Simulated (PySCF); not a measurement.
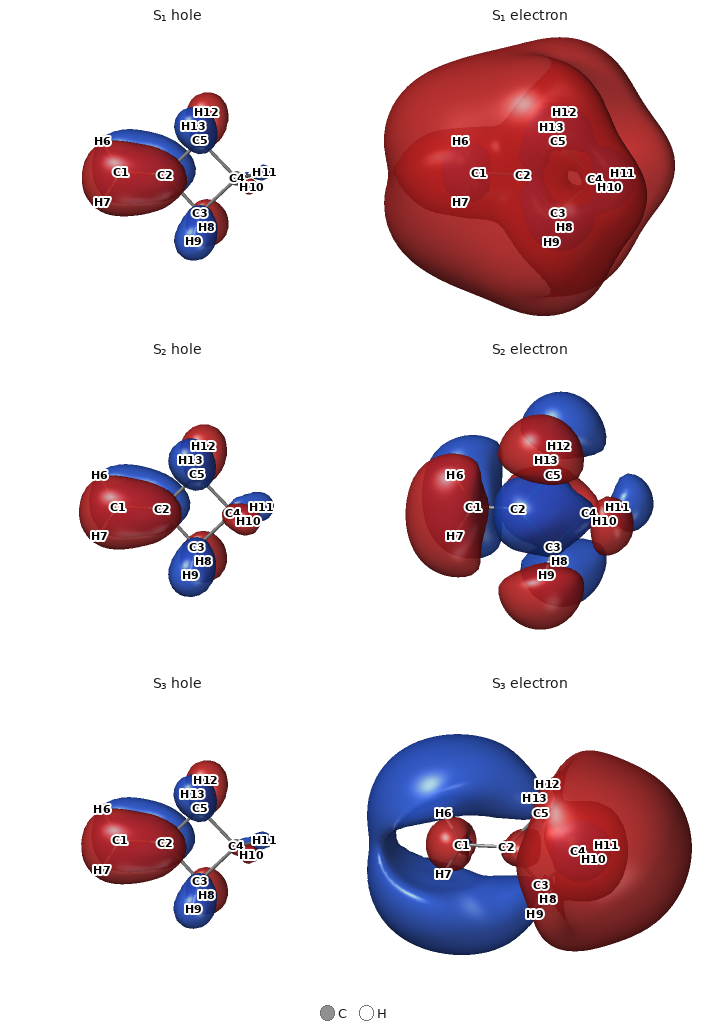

*C5H8, SMILES `C=C1CCC1`. Leading natural transition orbitals (TDA singlet states).*

PySCF calculation, PBE0/def2-SVPD, gas phase; geometry: GFN2-xTB. No frequency check shows the geometry to be a minimum.

### Describe these excited states.

By state:
- S₁: 6.77 eV (183 nm), f = 0.006, diffuse (Rydberg-like) orbital; the leading pair carries 100 %; hole on C1 (41 %), C2 (29 %) and C3 and C5 (5 % each), electron on H6, H7, H8, H9, H12 and H13 (10 % each), C1 (10 %) and C2, C3 and C5 (6 % each) (atom shares of so diffuse an orbital are rough); their centroids lie 0.6 Å apart.
- S₂: 7.06 eV (176 nm), f = 0.323 (bright); the leading pair carries 97 %; hole on C1 (37 %), C2 (24 %) and C3 and C5 (7 % each), electron on C1 (20 %), C2 (19 %) and C3 and C5 (7 % each); their centroids lie 0.3 Å apart.
- S₃: 7.26 eV (171 nm), f = 0.009, diffuse (Rydberg-like) orbital; the leading pair carries 100 %; hole on C1 (40 %), C2 (28 %) and C3 and C5 (5 % each), electron on H10 and H11 (15 % each), H6 and H7 (12 % each) and C4 (10 %) (atom shares of so diffuse an orbital are rough); their centroids lie 1.3 Å apart; S₄ lies within 0.1 eV of it.

Cost of the run: 3.4 min on 1 thread of Intel(R) Xeon(R) Platinum 8259CL CPU @ 2.50GHz (Skylake/Cascade Lake) (shared host), peak memory 0.82 GiB.
